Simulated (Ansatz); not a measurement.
# C10H30Si4: one molecule under many settings

How do the results and run time of C10H30Si4 respond when the settings are drawn wide?

Program: Ansatz 0.2.0, Gaussian basis. Level of theory: the settings change from run to run. These are calculated values, not measurements.

### Step 1. The molecule

The geometry comes from an earlier relaxation with PBE-D4/def2-SVP; it is a stationary point, not always the lowest conformer.

SMILES `CC[SiH](C)C[SiH](C)C[SiH](C)C[SiH](C)C`, 44 atoms, charge 0, spin multiplicity 1.

Atoms are counted from 1 here; the program's logs count them from 0.

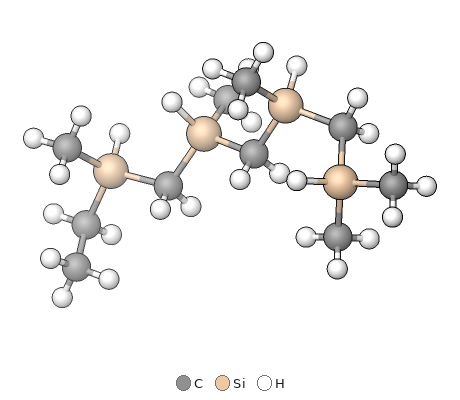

The geometry (carbon grey, silicon light orange, hydrogen white).

### Step 2. HSE06/def2-SVP

This run has D4 dispersion, the search for lower states set to off.

Contents of in.yaml:

```yaml
crystal:
  periodic: [false, false, false]
  atoms:
    - {symbol: C, position_ang: [-4.826681, -2.835761, -0.666466]}
    - {symbol: C, position_ang: [-5.178648, -1.355828, -0.870400]}
    - {symbol: Si, position_ang: [-4.051738, -0.134232, 0.058048]}
    - {symbol: C, position_ang: [-4.198845, -0.384872, 1.928936]}
    - {symbol: C, position_ang: [-2.243753, -0.349952, -0.477764]}
    - {symbol: Si, position_ang: [-1.051067, 1.020297, 0.067978]}
    - {symbol: C, position_ang: [-1.447914, 2.624716, -0.850411]}
    - {symbol: C, position_ang: [0.751256, 0.520476, -0.249554]}
    - {symbol: Si, position_ang: [2.067753, 1.639359, 0.534209]}
    - {symbol: C, position_ang: [2.080791, 1.396756, 2.409707]}
    - {symbol: C, position_ang: [3.793595, 1.297223, -0.177242]}
    - {symbol: Si, position_ang: [4.399747, -0.500148, -0.149301]}
    - {symbol: C, position_ang: [6.288489, -0.557255, -0.275336]}
    - {symbol: C, position_ang: [3.637866, -1.487711, -1.574464]}
    - {symbol: H, position_ang: [-3.793634, -3.060370, -1.005445]}
    - {symbol: H, position_ang: [-4.888190, -3.129374, 0.402299]}
    - {symbol: H, position_ang: [-5.507731, -3.508870, -1.228204]}
    - {symbol: H, position_ang: [-6.226061, -1.156245, -0.551818]}
    - {symbol: H, position_ang: [-5.141467, -1.093024, -1.950950]}
    - {symbol: H, position_ang: [-4.509858, 1.265532, -0.284311]}
    - {symbol: H, position_ang: [-5.245303, -0.245672, 2.269438]}
    - {symbol: H, position_ang: [-3.878616, -1.407281, 2.217906]}
    - {symbol: H, position_ang: [-3.560098, 0.336175, 2.478122]}
    - {symbol: H, position_ang: [-1.878682, -1.323727, -0.081938]}
    - {symbol: H, position_ang: [-2.197724, -0.422132, -1.587732]}
    - {symbol: H, position_ang: [-1.231037, 1.249677, 1.552430]}
    - {symbol: H, position_ang: [-1.324619, 2.485299, -1.944720]}
    - {symbol: H, position_ang: [-0.771832, 3.443691, -0.532961]}
    - {symbol: H, position_ang: [-2.493130, 2.943137, -0.663754]}
    - {symbol: H, position_ang: [0.908557, -0.513790, 0.129893]}
    - {symbol: H, position_ang: [0.905309, 0.483226, -1.350909]}
    - {symbol: H, position_ang: [1.714981, 3.080849, 0.238866]}
    - {symbol: H, position_ang: [2.362364, 0.355301, 2.667845]}
    - {symbol: H, position_ang: [2.809235, 2.078112, 2.894961]}
    - {symbol: H, position_ang: [1.080016, 1.600046, 2.841964]}
    - {symbol: H, position_ang: [4.515627, 1.922128, 0.394742]}
    - {symbol: H, position_ang: [3.833522, 1.660251, -1.228185]}
    - {symbol: H, position_ang: [3.991463, -1.146351, 1.156211]}
    - {symbol: H, position_ang: [6.659670, -1.602558, -0.258578]}
    - {symbol: H, position_ang: [6.632412, -0.087777, -1.220240]}
    - {symbol: H, position_ang: [6.763611, -0.013961, 0.566776]}
    - {symbol: H, position_ang: [3.904801, -1.032390, -2.550959]}
    - {symbol: H, position_ang: [2.532706, -1.521299, -1.505082]}
    - {symbol: H, position_ang: [4.012859, -2.531677, -1.573585]}
basis:
  gaussian: {orbitals: def2-SVP}
hamiltonian: {xc: {name: HSE06}, dispersion: d4}
scf: {lower_state_search: off}
output: {forces: true}
```

Started as:

```
ansatz run in.yaml --threads 2 --pin off --events-out ev --progress --plain --max-ram 22528MiB --backend cuda --devices 0, --max-vram 18GiB
```

Standard output:

```text
Functional definition: HSE06
  name "HSE06"
  cite "Heyd, Scuseria & Ernzerhof, J. Chem. Phys. 118, 8207 (2003) doi:10.1063/1.1564060"
  cite "Krukau, Vydrov, Izmaylov & Scuseria, J. Chem. Phys. 125, 224106 (2006) doi:10.1063/1.2404663"
  cite "Heyd & Scuseria, J. Chem. Phys. 120, 7274 (2004) doi:10.1063/1.1668634"
  cite "Ernzerhof & Perdew, J. Chem. Phys. 109, 3313 (1998) doi:10.1063/1.476928"
  cite "Perdew, Burke & Ernzerhof, Phys. Rev. Lett. 77, 3865 (1996) doi:10.1103/PhysRevLett.77.3865"
  parent pbe
  parameter a = 0.25
  parameter omega = 0.11/bohr
  # The whole range is PBE's own exchange, as in plane waves. The composition of these papers is wPBEh.
  exchange = pbe_x - a*pbe_x_sr(omega) + a*exact_x_sr(omega)
  correlation = pbe_c
these checks for a lower state are left out or cut short: stability, starts, cluster_reference, orbital_swaps, neighbouring_geometries, increment
3698 factors; integrals over basis functions are off by at most 1.3e-3 eV
289 factors; integrals over basis functions are off by at most 2.5e-7 eV
mean field evaluation 1: about -42293.5625 eV, gradient 1.2e2 eV
mean field evaluation 2: about -42276.7377 eV, gradient 1.4e2 eV
mean field evaluation 4: about -42327.4924 eV, gradient 4.2e0 eV
mean field evaluation 8: about -42327.9756 eV, gradient 2.7e-1 eV
mean field evaluation 16: about -42327.9758 eV, gradient 1.5e-4 eV
mean field -42327.97579926 eV, -1555.5244196902 hartree, gradient 8.0e-6 eV, S^2 0.000000; 0 other end points of the search recorded, 0 dependent functions left out
the calculation of the forces begins
reference -42327.97587698 eV, -1555.5244225463 hartree; 73, 73 occupied and 289, 289 virtual orbitals, 3698 factors
Total energy: -42329.04412958 eV, -1555.5636801054 hartree
Atom 0 at    -4.826681    -2.835761    -0.666466 Å, force     0.022635    -0.049465     0.011061 eV/Å
Atom 1 at    -5.178648    -1.355828    -0.870400 Å, force    -0.050848     0.009117    -0.038864 eV/Å
Atom 2 at    -4.051738    -0.134232     0.058048 Å, force     0.004558    -0.042449    -0.004985 eV/Å
Atom 3 at    -4.198845    -0.384872     1.928936 Å, force    -0.003427    -0.005424     0.071465 eV/Å
Atom 4 at    -2.243753    -0.349952    -0.477764 Å, force     0.027806    -0.047787    -0.043191 eV/Å
Atom 5 at    -1.051067     1.020297     0.067978 Å, force     0.000972    -0.018540    -0.022842 eV/Å
Atom 6 at    -1.447914     2.624716    -0.850411 Å, force    -0.012461     0.051744    -0.034068 eV/Å
Atom 7 at     0.751256     0.520476    -0.249554 Å, force     0.017522    -0.061111    -0.037862 eV/Å
Atom 8 at     2.067753     1.639359     0.534209 Å, force     0.018085    -0.007074    -0.007084 eV/Å
Atom 9 at     2.080791     1.396756     2.409707 Å, force    -0.003667    -0.010759     0.067828 eV/Å
Atom 10 at     3.793595     1.297223    -0.177242 Å, force     0.037454     0.058173    -0.018140 eV/Å
Atom 11 at     4.399747    -0.500148    -0.149301 Å, force     0.013292     0.006549    -0.018128 eV/Å
Atom 12 at     6.288489    -0.557255    -0.275336 Å, force     0.068329    -0.005341    -0.007000 eV/Å
Atom 13 at     3.637866    -1.487711    -1.574464 Å, force    -0.021058    -0.035921    -0.055330 eV/Å
Atom 14 at    -3.793634    -3.060370    -1.005445 Å, force    -0.248879     0.061342     0.075863 eV/Å
Atom 15 at    -4.888190    -3.129374     0.402299 Å, force     0.007729     0.077100    -0.252734 eV/Å
Atom 16 at    -5.507731    -3.508870    -1.228204 Å, force     0.160431     0.179557     0.133716 eV/Å
Atom 17 at    -6.226061    -1.156245    -0.551818 Å, force     0.244435    -0.058500    -0.073232 eV/Å
Atom 18 at    -5.141467    -1.093024    -1.950950 Å, force    -0.005504    -0.072263     0.250837 eV/Å
Atom 19 at    -4.509858     1.265532    -0.284311 Å, force     0.051302    -0.164927     0.038718 eV/Å
Atom 20 at    -5.245303    -0.245672     2.269438 Å, force     0.244168    -0.032607    -0.080629 eV/Å
Atom 21 at    -3.878616    -1.407281     2.217906 Å, force    -0.072941     0.235272    -0.065787 eV/Å
Atom 22 at    -3.560098     0.336175     2.478122 Å, force    -0.153433    -0.168410    -0.127425 eV/Å
Atom 23 at    -1.878682    -1.323727    -0.081938 Å, force    -0.081051     0.219335    -0.084896 eV/Å
Atom 24 at    -2.197724    -0.422132    -1.587732 Å, force    -0.012632     0.017238     0.250244 eV/Å
Atom 25 at    -1.231037     1.249677     1.552430 Å, force     0.022447    -0.024879    -0.169654 eV/Å
Atom 26 at    -1.324619     2.485299    -1.944720 Å, force    -0.028767     0.033539     0.249994 eV/Å
Atom 27 at    -0.771832     3.443691    -0.532961 Å, force    -0.158540    -0.186068    -0.072087 eV/Å
Atom 28 at    -2.493130     2.943137    -0.663754 Å, force     0.241843    -0.069574    -0.041607 eV/Å
Atom 29 at     0.908557    -0.513790     0.129893 Å, force    -0.040087     0.228921    -0.082929 eV/Å
Atom 30 at     0.905309     0.483226    -1.350909 Å, force    -0.033783     0.011320     0.241944 eV/Å
Atom 31 at     1.714981     3.080849     0.238866 Å, force     0.042791    -0.171548     0.036031 eV/Å
Atom 32 at     2.362364     0.355301     2.667845 Å, force    -0.067318     0.238889    -0.055699 eV/Å
Atom 33 at     2.809235     2.078112     2.894961 Å, force    -0.168702    -0.158544    -0.115107 eV/Å
Atom 34 at     1.080016     1.600046     2.841964 Å, force     0.239222    -0.046336    -0.100351 eV/Å
Atom 35 at     4.515627     1.922128     0.394742 Å, force    -0.162533    -0.138314    -0.128017 eV/Å
Atom 36 at     3.833522     1.660251    -1.228185 Å, force    -0.012512    -0.079715     0.232551 eV/Å
Atom 37 at     3.991463    -1.146351     1.156211 Å, force     0.043834     0.073825    -0.152006 eV/Å
Atom 38 at     6.659670    -1.602558    -0.258578 Å, force    -0.086351     0.241780    -0.004031 eV/Å
Atom 39 at     6.632412    -0.087777    -1.220240 Å, force    -0.077786    -0.107241     0.216415 eV/Å
Atom 40 at     6.763611    -0.013961     0.566776 Å, force    -0.112054    -0.123426    -0.191556 eV/Å
Atom 41 at     3.904801    -1.032390    -2.550959 Å, force    -0.061114    -0.105972     0.225578 eV/Å
Atom 42 at     2.532706    -1.521299    -1.505082 Å, force     0.253712     0.007141    -0.016848 eV/Å
Atom 43 at     4.012859    -2.531677    -1.573585 Å, force    -0.087118     0.241352    -0.000158 eV/Å
Dipole moment:     0.117980    -0.189734    -0.185440 e Å
Checks for a lower state left out: stability, starts, cluster_reference, orbital_swaps, neighbouring_geometries, increment
```

Run time: 4.9 s. Hardware: 1 × H100 (card shared with other runs) with 2 threads of AMD EPYC 7R13, shared host; peak host memory 1.3 GiB.

Largest force 0.275 eV/Å, dipole 1.39 D.

### Step 3. BHLYP/def2-SVP

Options: atoms shaken by 0.03 Å, density fitting with cc-pVTZ-jkfit, finite nuclei, relativity set to none.

Contents of in.yaml:

```yaml
crystal:
  periodic: [false, false, false]
  atoms:
    - {symbol: C, position_ang: [-4.854318, -2.848121, -0.680717]}
    - {symbol: C, position_ang: [-5.209565, -1.331645, -0.853040]}
    - {symbol: Si, position_ang: [-4.061901, -0.134739, 0.032712]}
    - {symbol: C, position_ang: [-4.193438, -0.396580, 1.947431]}
    - {symbol: C, position_ang: [-2.229307, -0.327651, -0.488525]}
    - {symbol: Si, position_ang: [-1.113442, 1.008965, 0.012405]}
    - {symbol: C, position_ang: [-1.493628, 2.648497, -0.855865]}
    - {symbol: C, position_ang: [0.755790, 0.562791, -0.249585]}
    - {symbol: Si, position_ang: [2.075227, 1.646896, 0.514904]}
    - {symbol: C, position_ang: [2.022668, 1.406323, 2.372563]}
    - {symbol: C, position_ang: [3.768139, 1.244508, -0.161218]}
    - {symbol: Si, position_ang: [4.388933, -0.478775, -0.132512]}
    - {symbol: C, position_ang: [6.283081, -0.570700, -0.278120]}
    - {symbol: C, position_ang: [3.637941, -1.468172, -1.528067]}
    - {symbol: H, position_ang: [-3.780461, -3.092025, -1.011980]}
    - {symbol: H, position_ang: [-4.926832, -3.132108, 0.361698]}
    - {symbol: H, position_ang: [-5.589339, -3.518893, -1.246640]}
    - {symbol: H, position_ang: [-6.227084, -1.184296, -0.554689]}
    - {symbol: H, position_ang: [-5.128853, -1.087734, -2.005103]}
    - {symbol: H, position_ang: [-4.550939, 1.294047, -0.332273]}
    - {symbol: H, position_ang: [-5.203842, -0.258216, 2.260663]}
    - {symbol: H, position_ang: [-3.897583, -1.400785, 2.235490]}
    - {symbol: H, position_ang: [-3.597014, 0.322538, 2.517592]}
    - {symbol: H, position_ang: [-1.878575, -1.356672, -0.121114]}
    - {symbol: H, position_ang: [-2.213534, -0.424006, -1.553902]}
    - {symbol: H, position_ang: [-1.227434, 1.256043, 1.525621]}
    - {symbol: H, position_ang: [-1.331802, 2.514292, -1.975630]}
    - {symbol: H, position_ang: [-0.743021, 3.415242, -0.534102]}
    - {symbol: H, position_ang: [-2.445396, 2.939553, -0.741877]}
    - {symbol: H, position_ang: [0.884478, -0.493637, 0.081048]}
    - {symbol: H, position_ang: [0.901737, 0.475705, -1.311599]}
    - {symbol: H, position_ang: [1.691819, 3.093171, 0.250956]}
    - {symbol: H, position_ang: [2.382179, 0.324183, 2.666962]}
    - {symbol: H, position_ang: [2.849935, 2.138665, 2.902275]}
    - {symbol: H, position_ang: [1.080087, 1.564833, 2.826062]}
    - {symbol: H, position_ang: [4.520652, 1.927356, 0.416985]}
    - {symbol: H, position_ang: [3.868946, 1.653540, -1.249228]}
    - {symbol: H, position_ang: [3.942976, -1.156949, 1.097351]}
    - {symbol: H, position_ang: [6.696743, -1.608933, -0.246349]}
    - {symbol: H, position_ang: [6.641691, -0.126638, -1.190124]}
    - {symbol: H, position_ang: [6.789594, 0.021050, 0.553349]}
    - {symbol: H, position_ang: [3.943843, -1.048121, -2.562270]}
    - {symbol: H, position_ang: [2.511955, -1.465158, -1.511603]}
    - {symbol: H, position_ang: [4.005764, -2.520267, -1.535007]}
basis:
  gaussian: {orbitals: def2-SVP, fitting: {mean_field: cc-pVTZ-jkfit}, nuclear_model: gaussian}
hamiltonian: {xc: {name: BHLYP}, pseudopotentials: {relativity: none}}
scf: {omitted_lower_state_checks: [starts]}
output: {forces: true}
```

The command is unchanged.

Standard output (excerpt; [...] marks lines left out):

```text
Functional definition: BHLYP
  name "BHLYP"
  cite "Becke, J. Chem. Phys. 98, 1372 (1993) doi:10.1063/1.464304"
  cite "Becke, Phys. Rev. A 38, 3098 (1988) doi:10.1103/PhysRevA.38.3098"
  cite "Lee, Yang & Parr, Phys. Rev. B 37, 785 (1988) doi:10.1103/PhysRevB.37.785"
[...]
2174 factors; integrals over basis functions are off by at most 1.3e-1 eV
[...]
mean field -42347.18220477 eV, -1556.2302420744 hartree, gradient 3.8e-5 eV, S^2 0.000000; 0 other end points of the search recorded, 0 dependent functions left out
[...]
reference -42347.18255806 eV, -1556.2302550575 hartree; 73, 73 occupied and 289, 289 virtual orbitals, 2174 factors
Total energy: -42347.18255806 eV, -1556.2302550575 hartree
Atom 0 at    -4.854318    -2.848121    -0.680717 Å, force     0.260287    -0.160691    -1.228470 eV/Å
[...]
Atom 35 at     4.520652     1.927356     0.416985 Å, force    -1.230637    -1.181586    -0.819004 eV/Å
Atom 36 at     3.868946     1.653540    -1.249228 Å, force    -0.312641    -0.756939     1.717891 eV/Å
Atom 37 at     3.942976    -1.156949     1.097351 Å, force     0.073570    -0.027402     0.367027 eV/Å
Atom 38 at     6.696743    -1.608933    -0.246349 Å, force    -0.463545     0.670279     0.074962 eV/Å
Atom 39 at     6.641691    -0.126638    -1.190124 Å, force     0.062899     0.287021    -0.691933 eV/Å
Atom 40 at     6.789594     0.021050     0.553349 Å, force    -0.641095    -0.780928    -0.850901 eV/Å
Atom 41 at     3.943843    -1.048121    -2.562270 Å, force    -0.460465    -0.506529     1.590370 eV/Å
Atom 42 at     2.511955    -1.465158    -1.511603 Å, force     1.089107    -0.119139     0.055006 eV/Å
Atom 43 at     4.005764    -2.520267    -1.535007 Å, force    -0.350968     0.579022     0.156750 eV/Å
Dipole moment:     0.004598    -0.223597    -0.244492 e Å
Checks for a lower state left out: starts
```

It took 3.7 s on 1 × H100 (card shared with other runs) with 2 threads of AMD EPYC 7R13, shared host; peak host memory 0.96 GiB.

Largest force 5.328 eV/Å, dipole 1.59 D.

### Step 4. r2SCAN/def2-SVPD

Options: density fitting with def2-universal-jkfit, rVV10 dispersion.

Contents of in.yaml:

```yaml
crystal:
  periodic: [false, false, false]
  atoms:
    - {symbol: C, position_ang: [-4.826681, -2.835761, -0.666466]}
    - {symbol: C, position_ang: [-5.178648, -1.355828, -0.870400]}
    - {symbol: Si, position_ang: [-4.051738, -0.134232, 0.058048]}
    - {symbol: C, position_ang: [-4.198845, -0.384872, 1.928936]}
    - {symbol: C, position_ang: [-2.243753, -0.349952, -0.477764]}
    - {symbol: Si, position_ang: [-1.051067, 1.020297, 0.067978]}
    - {symbol: C, position_ang: [-1.447914, 2.624716, -0.850411]}
    - {symbol: C, position_ang: [0.751256, 0.520476, -0.249554]}
    - {symbol: Si, position_ang: [2.067753, 1.639359, 0.534209]}
    - {symbol: C, position_ang: [2.080791, 1.396756, 2.409707]}
    - {symbol: C, position_ang: [3.793595, 1.297223, -0.177242]}
    - {symbol: Si, position_ang: [4.399747, -0.500148, -0.149301]}
    - {symbol: C, position_ang: [6.288489, -0.557255, -0.275336]}
    - {symbol: C, position_ang: [3.637866, -1.487711, -1.574464]}
    - {symbol: H, position_ang: [-3.793634, -3.060370, -1.005445]}
    - {symbol: H, position_ang: [-4.888190, -3.129374, 0.402299]}
    - {symbol: H, position_ang: [-5.507731, -3.508870, -1.228204]}
    - {symbol: H, position_ang: [-6.226061, -1.156245, -0.551818]}
    - {symbol: H, position_ang: [-5.141467, -1.093024, -1.950950]}
    - {symbol: H, position_ang: [-4.509858, 1.265532, -0.284311]}
    - {symbol: H, position_ang: [-5.245303, -0.245672, 2.269438]}
    - {symbol: H, position_ang: [-3.878616, -1.407281, 2.217906]}
    - {symbol: H, position_ang: [-3.560098, 0.336175, 2.478122]}
    - {symbol: H, position_ang: [-1.878682, -1.323727, -0.081938]}
    - {symbol: H, position_ang: [-2.197724, -0.422132, -1.587732]}
    - {symbol: H, position_ang: [-1.231037, 1.249677, 1.552430]}
    - {symbol: H, position_ang: [-1.324619, 2.485299, -1.944720]}
    - {symbol: H, position_ang: [-0.771832, 3.443691, -0.532961]}
    - {symbol: H, position_ang: [-2.493130, 2.943137, -0.663754]}
    - {symbol: H, position_ang: [0.908557, -0.513790, 0.129893]}
    - {symbol: H, position_ang: [0.905309, 0.483226, -1.350909]}
    - {symbol: H, position_ang: [1.714981, 3.080849, 0.238866]}
    - {symbol: H, position_ang: [2.362364, 0.355301, 2.667845]}
    - {symbol: H, position_ang: [2.809235, 2.078112, 2.894961]}
    - {symbol: H, position_ang: [1.080016, 1.600046, 2.841964]}
    - {symbol: H, position_ang: [4.515627, 1.922128, 0.394742]}
    - {symbol: H, position_ang: [3.833522, 1.660251, -1.228185]}
    - {symbol: H, position_ang: [3.991463, -1.146351, 1.156211]}
    - {symbol: H, position_ang: [6.659670, -1.602558, -0.258578]}
    - {symbol: H, position_ang: [6.632412, -0.087777, -1.220240]}
    - {symbol: H, position_ang: [6.763611, -0.013961, 0.566776]}
    - {symbol: H, position_ang: [3.904801, -1.032390, -2.550959]}
    - {symbol: H, position_ang: [2.532706, -1.521299, -1.505082]}
    - {symbol: H, position_ang: [4.012859, -2.531677, -1.573585]}
basis:
  gaussian: {orbitals: def2-SVPD, fitting: {mean_field: def2-universal-jkfit}}
hamiltonian: {xc: {name: r2SCAN}, dispersion: rvv10}
scf: {omitted_lower_state_checks: [starts]}
```

Same command.

Standard output (excerpt; [...] marks lines left out):

```text
Functional definition: r2SCAN+rVV10
  name "r2SCAN+rVV10"
  cite "Furness, Kaplan, Ning, Perdew & Sun, J. Phys. Chem. Lett. 11, 8208 (2020) doi:10.1021/acs.jpclett.0c02405"
  cite "Furness, Kaplan, Ning, Perdew & Sun, J. Phys. Chem. Lett. 11, 9248 (2020) doi:10.1021/acs.jpclett.0c03077"
  cite "Vydrov & Van Voorhis, J. Chem. Phys. 133, 244103 (2010) doi:10.1063/1.3521275"
  cite "Sabatini, Gorni & de Gironcoli, Phys. Rev. B 87, 041108(R) (2013) doi:10.1103/PhysRevB.87.041108"
  cite "Ning et al., Phys. Rev. B 106, 075422 (2022) doi:10.1103/PhysRevB.106.075422"
  parent "r2scan"
[...]
1802 factors; integrals over basis functions are off by at most 2.9e-1 eV
[...]
mean field -42341.11593550 eV, -1556.0073107903 hartree, gradient 4.6e-5 eV, S^2 0.000000; 0 other end points of the search recorded, 0 dependent functions left out
reference -42341.11596612 eV, -1556.0073119157 hartree; 73, 73 occupied and 463, 463 virtual orbitals, 1802 factors
Total energy: -42341.11596612 eV, -1556.0073119157 hartree
Checks for a lower state left out: starts
```

Wall time 4.4 s (1 × H100 (card shared with other runs) with 2 threads of AMD EPYC 7R13, shared host); peak host memory 1.1 GiB.

### Step 5. The runs in one table

| level | charge | multiplicity | geometry | functions | energy (eV) | time |
| --- | --- | --- | --- | --- | --- | --- |
| HSE06/def2-SVP | 0 | 1 | relaxed | 362 | -42329.044 | 4.9 s |
| BHLYP/def2-SVP | 0 | 1 | shaken | 362 | -42347.183 | 3.7 s |
| r2SCAN/def2-SVPD | 0 | 1 | relaxed | 536 | -42341.116 | 4.4 s |

### Step 6. Summary of results

| quantity | value |
| --- | --- |
| runs | 3 |
| quickest | BHLYP/def2-SVP, 3.7 s |
| slowest | HSE06/def2-SVP, 4.9 s |
| spread of total energies, same state and geometry | 12.1 eV |

What this shows: The times lie within a factor of two. Total energies at one charge and spin differ by 12 eV between levels, so only differences within one level mean anything. At the PBE-D4/def2-SVP geometry and in the same state, runs without warnings or point charges leave forces up to 0.28 eV/Å (HSE06/def2-SVP), against 5.3 eV/Å where the atoms were moved.
